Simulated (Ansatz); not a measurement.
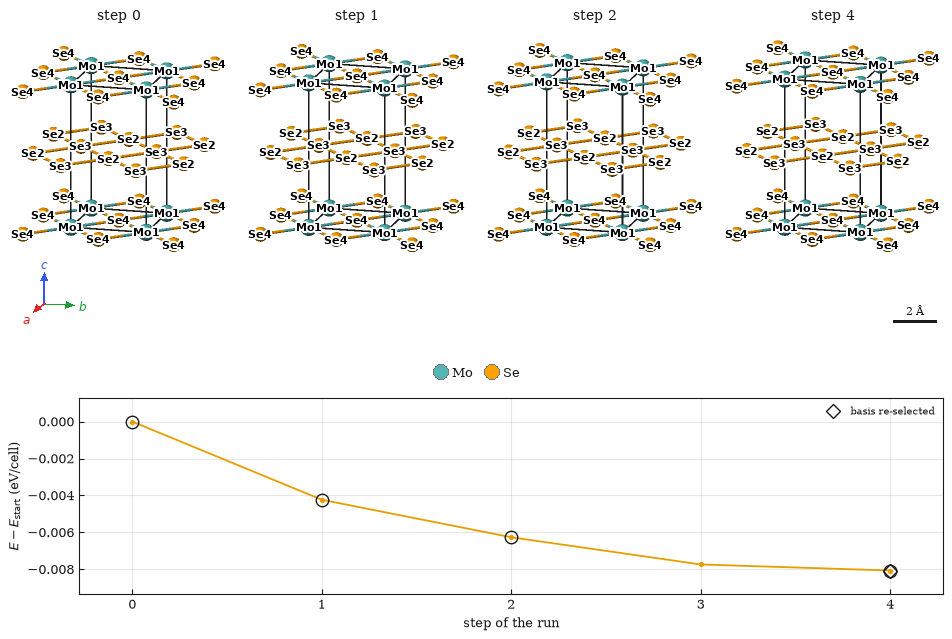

Frames of a relaxation of solid MoSe3 (a generated structure, set up in P4/mmm) (coarse preliminary run), marked on the history of the run. A ball-and-stick model of the cell of the calculation, seen slightly off an axis.

Level of theory: DFT PBE, scalar-relativistic, plane waves, PAW (Ansatz).

The input:
```yaml
crystal:
  lattice:
    - [3.7128395154, 0.0, 0.0]
    - [0.0, 3.7128395154, 0.0]
    - [0.0, 0.0, 6.9936255022]
  atoms:
    - { symbol: Mo, position: [0.0, 0.0, 0.0], spin: 2.65 }
    - { symbol: Se, position: [0.0, 0.5, 0.5] }
    - { symbol: Se, position: [0.5, 0.0, 0.5] }
    - { symbol: Se, position: [0.5, 0.5, 0.0] }
basis:
  ecutwfc: 420
kpoints:
  mp_grid: { grid: [6, 6, 4] }
hamiltonian:
  xc: pbe
scf:
  occupations: { method: gaussian, width: 0.1 }
  lower_state_search: "off"
output:
  forces: true
  stress: true
  eigenvalues: true
  populations: true
magnetization:
  spin_polarized: true
relax:
  adjacent_minimum: "off"
  f_tol: 0.04
  max_steps: 70
  cell: { stress_tol: 0.4 }
```

Launched with:
```bash
ansatz run input.yaml --threads 1 --pin off --max-ram 2048MiB --backend cpu --events-out ev --progress --plain --runs-dir out
```

**Describe the path.**

The energy falls by 8.1 meV per cell of the calculation in 3 accepted moves (4 points after the start). All forces vanish by symmetry, so only the cell relaxes. The pressure goes from 0.91 to 0.14 GPa. At 1 point the geometry stayed and the basis and grid were re-selected for the new cell (energy shift of 0.3 meV per cell of the calculation at most each time). No atom moves by more than 0.005 Å relative to the cell. The drawn cell changes as follows: a = b 3.713 → 3.721 Å (+0.2 %), c 6.994 → 7.270 Å (+4.0 %); the volume changes by +4.4 %. Near-neighbour distances that change, for instance: Mo1–Se4 2.625 → 2.631 Å, Se2–Se3 2.625 → 2.631 Å. The space group stays P4/mmm (No. 123). The run took 68 s on 1 thread of Arm Neoverse V1, on a shared host, peak memory 0.47 GiB. From step 0 to 1: volume +2.6 %, energy −4.2 meV per cell of the calculation. From step 1 to 2: volume +0.3 %, energy −2.0 meV per cell of the calculation. From step 2 to 4: volume +1.4 %, energy −1.8 meV per cell of the calculation.
